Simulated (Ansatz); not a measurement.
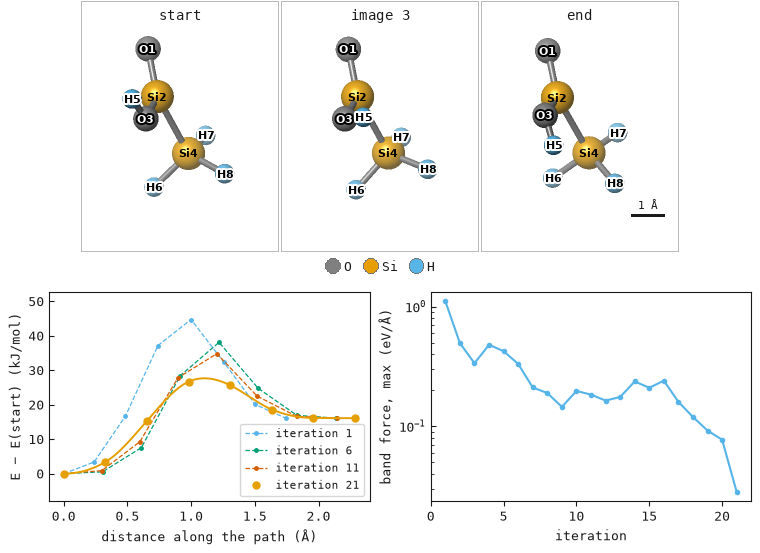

NEB run on Si2H4O2. Images are numbered from 0 (start) to 7 (end). The plot follows the band through its iterations. A ball-and-stick model, seen from a free direction.

Theory: Ansatz 0.2.0, RKS PBE-D4/def2-SVP.

Input file:
```yaml
crystal:
  periodic: [false, false, false]
  atoms:
    - { symbol: O, position_ang: [1.268015, -1.395423, 1.609551] }
    - { symbol: Si, position_ang: [0.819497, -0.378995, 0.526702] }
    - { symbol: O, position_ang: [1.815354, 0.638795, -0.340461] }
    - { symbol: Si, position_ang: [-1.336741, 0.073927, -0.285676] }
    - { symbol: H, position_ang: [2.765695, 0.560741, -0.124103] }
    - { symbol: H, position_ang: [-1.416782, -0.398909, -1.710674] }
    - { symbol: H, position_ang: [-2.335848, -0.656288, 0.561152] }
    - { symbol: H, position_ang: [-1.579199, 1.556151, -0.2365] }
basis:
  gaussian: { orbitals: def2-SVP }
hamiltonian:
  xc: pbe
  dispersion: d4
neb:
  order_check: false
  images: 6
  f_tol: 0.03
  max_iterations: 60
  initial_path: idpp
  climbing: false
  final_atoms:
    - { symbol: O, position_ang: [1.14865673, -1.78622915, 1.51170661] }
    - { symbol: Si, position_ang: [0.90950777, -0.56061789, 0.59662378] }
    - { symbol: O, position_ang: [2.12907769, 0.44081938, 0.06726316] }
    - { symbol: Si, position_ang: [-1.18596995, 0.07922124, -0.27355121] }
    - { symbol: H, position_ang: [1.8541449, 1.19801843, -0.48244903] }
    - { symbol: H, position_ang: [-1.35111295, -0.57540363, -1.6181358] }
    - { symbol: H, position_ang: [-2.27150661, -0.36863881, 0.65867133] }
    - { symbol: H, position_ang: [-1.23280657, 1.57282943, -0.46013783] }
```

Run as
```bash
ansatz run input.yaml --threads 1 --pin off --max-ram 2048MiB --backend cpu --events-out ev --progress --plain --runs-dir out
```

Question: Judge this run.

Answer: The run is converged, with reservations. The band converged in 21 iterations. The largest component of the band force went from 1.1 to 0.028 eV/Å. No image climbed, so the highest image needn't lie on the saddle point, and the true maximum along this path can be higher. The first iteration put the highest image at 44.7 kJ/mol. The energy climbs by 26.7 kJ/mol to image 3 and then falls by 10.6 kJ/mol, so the end point sits at +16.1 kJ/mol.

Cost: 4.7 min on 1 thread of Arm Neoverse V1, with other jobs on the host, peak memory 0.12 GiB.
